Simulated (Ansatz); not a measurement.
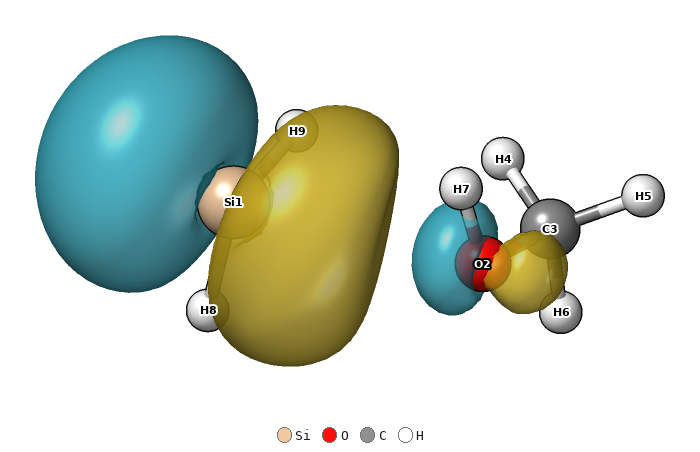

The picture shows: H₂Si···CH₄O. One frontier orbital at ±0.1 Å⁻³ᐟ² (yellow and cyan are the two phases), seen from one side.

Not at a stationary point (largest force 1.3 eV/Å).

These are results of RKS LDA/cc-pVDZ in Ansatz 0.2.0, not measurements.

```xyz
9

Si   -0.0050    0.1160   -1.0558
O     1.0142    0.2695    1.6003
C     0.0993   -0.3699    2.4690
H    -0.5805   -1.0808    1.9420
H     0.6265   -0.8980    3.2975
H    -0.5227    0.4335    2.9131
H     1.4936   -0.4309    1.0806
H    -1.0742    1.2250   -0.8543
H    -0.9214   -0.9084   -0.3136
```

**Which orbital is it: HOMO or LUMO?**

The LUMO, at −3.43 eV. Its weight (Hirshfeld) is mainly on Si1 (about 80 %) and O2 (about 10 %).
